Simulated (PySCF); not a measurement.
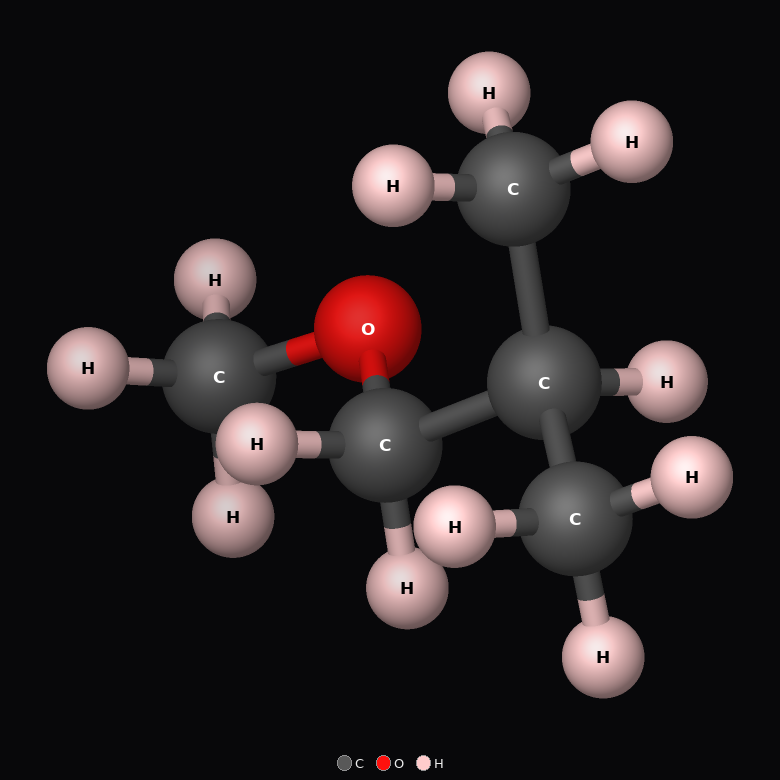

A ball-and-stick model of a molecule. Every bond is drawn as one stick, whatever its order.

Describe the molecule.

It has 18 atoms: 5 carbon, 12 hydrogen and 1 oxygen (C₅H₁₂O). As SMILES it reads `COCC(C)C`. It has no ring. Among its groups: ether. This geometry has C1 symmetry. Coordination: 5 C tetrahedral; 1 O bent.

The parts below concern this one geometry. Atoms keep their numbers from picture to picture. Computed geometry: PBE0-D3(BJ)/def2-TZVP optimisation. No frequency run is at hand to confirm it as a minimum.

**Shape**

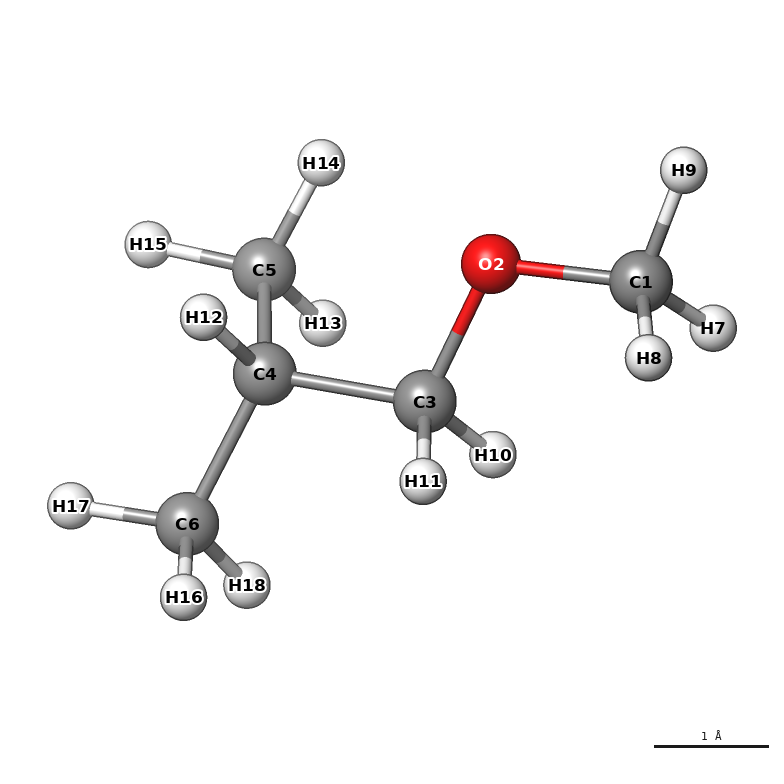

The atoms are numbered. No frequency run is at hand to confirm it as a minimum.

Give the bond lengths. Leave out bonds to hydrogen.

```
 bond  length (Å)   order
C1–O2       1.398  single
O2–C3       1.403  single
C3–C4       1.515  single
C4–C5       1.520  single
C4–C6       1.521  single
```

**Electronic properties**

No frequency run is at hand to confirm it as a minimum. Level of theory: KT3/pcSseg-2, gas phase (PySCF 2.14.0).

**Estimate the HOMO energy (Kohn–Sham orbital).**

−6.01 eV.

**Estimate the dipole moment.**

0.89 D.

**Give the LUMO energy (Kohn–Sham orbital) at this level.**

−0.20 eV.

**NMR shielding**

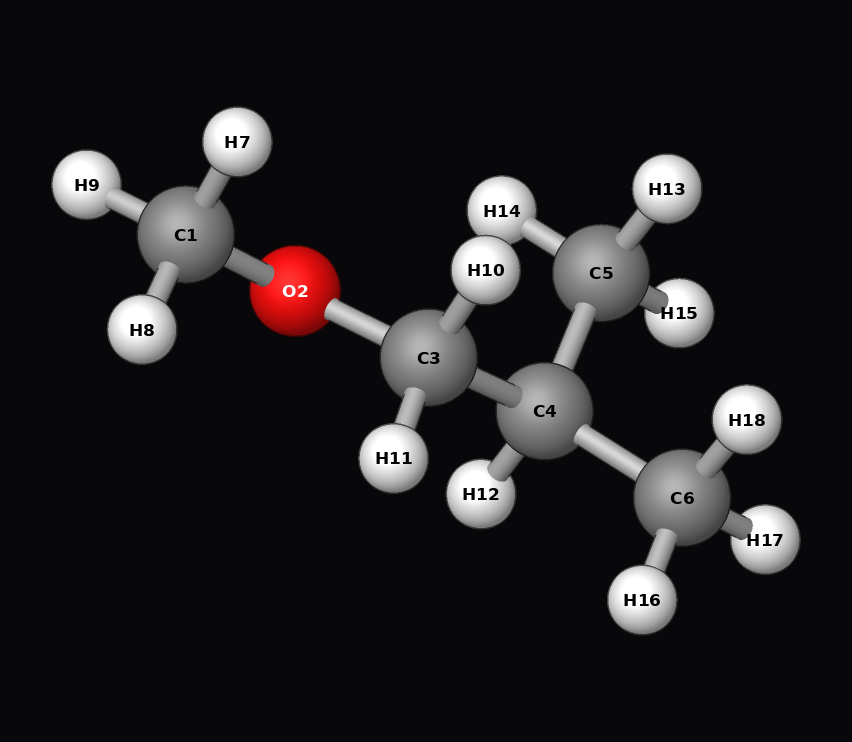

No frequency run is at hand to confirm it as a minimum. Level of theory: GIAO PBE0/pcSseg-2 NMR shielding, non-relativistic, gas phase (PySCF 2.14.0). Principal shieldings σ11 ≤ σ22 ≤ σ33, span Ω = σ33 − σ11, skew κ = 3(σiso − σ22)/Ω.

Give the shielding tensors of the O atoms.

| atom | σ11 | σ22 | σ33 | σiso | Ω | κ |
| --- | --- | --- | --- | --- | --- | --- |
| O2 | 279.4 | 305.6 | 330.2 | 305.1 | 50.8 | −0.03 |

Shieldings and span in ppm.

**Quadrupole coupling**

No frequency run is at hand to confirm it as a minimum. Electric field gradients from the ground-state density, PBE0/pcSseg-2 (PySCF 2.14.0), non-relativistic apart from any core potentials.

Give the largest field-gradient component, the quadrupole coupling constant and the asymmetry for 17O at O2 (Q = −25.6 mb), 2H at H7 (Q = 2.86 mb), 2H at H8 (Q = 2.86 mb).

| atom | V_zz (a.u.) | e²qQ/h (MHz) | η |
| --- | --- | --- | --- |
| O2 | −1.963 | 11.81 | 0.94 |
| H7 | 0.268 | 0.180 | 0.08 |
| H8 | 0.269 | 0.181 | 0.08 |

**Charges**

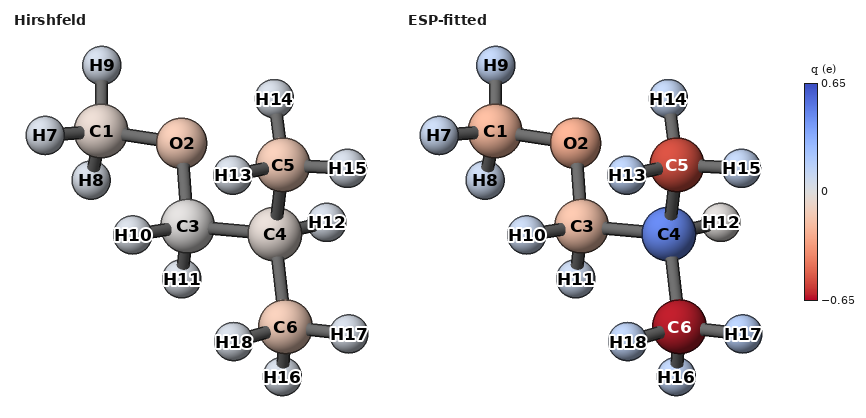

Atomic charges of one calculation by 2 schemes, on one colour scale. No frequency run is at hand to confirm it as a minimum. Level of theory: PBE0/pcSseg-2 (PySCF 2.14.0).

**Which scheme gives the most polar picture (largest mean size of the charges)?**

The ESP-fitted charges are the largest in size here.

**On which atom do the schemes disagree most?**

On C4 (from −0.03 to 0.47 e); C6 (from −0.61 to −0.12 e).

List the charges (e), one line for each set of equivalent atoms.

```json
{"atom": "C1", "Hirshfeld": "−0.05", "ESP-fitted": "−0.21"}
{"atom": "O2", "Hirshfeld": "−0.14", "ESP-fitted": "−0.24"}
{"atom": "C3", "Hirshfeld": "−0.01", "ESP-fitted": "−0.16"}
{"atom": "C4", "Hirshfeld": "−0.03", "ESP-fitted": "0.47"}
{"atom": "C5", "Hirshfeld": "−0.13", "ESP-fitted": "−0.52"}
{"atom": "C6", "Hirshfeld": "−0.12", "ESP-fitted": "−0.61"}
{"atom": "H7", "Hirshfeld": "0.04", "ESP-fitted": "0.10"}
{"atom": "H8", "Hirshfeld": "0.04", "ESP-fitted": "0.09"}
{"atom": "H9", "Hirshfeld": "0.05", "ESP-fitted": "0.12"}
{"atom": "H10", "Hirshfeld": "0.03", "ESP-fitted": "0.09"}
{"atom": "H11", "Hirshfeld": "0.03", "ESP-fitted": "0.09"}
{"atom": "H12", "Hirshfeld": "0.04", "ESP-fitted": "−0.01"}
{"atom": "H13", "Hirshfeld": "0.04", "ESP-fitted": "0.14"}
{"atom": "H14", "Hirshfeld": "0.04", "ESP-fitted": "0.12"}
{"atom": "H15", "Hirshfeld": "0.04", "ESP-fitted": "0.12"}
{"atom": "H16", "Hirshfeld": "0.04", "ESP-fitted": "0.13"}
{"atom": "H17", "Hirshfeld": "0.04", "ESP-fitted": "0.16"}
{"atom": "H18", "Hirshfeld": "0.04", "ESP-fitted": "0.13"}
```
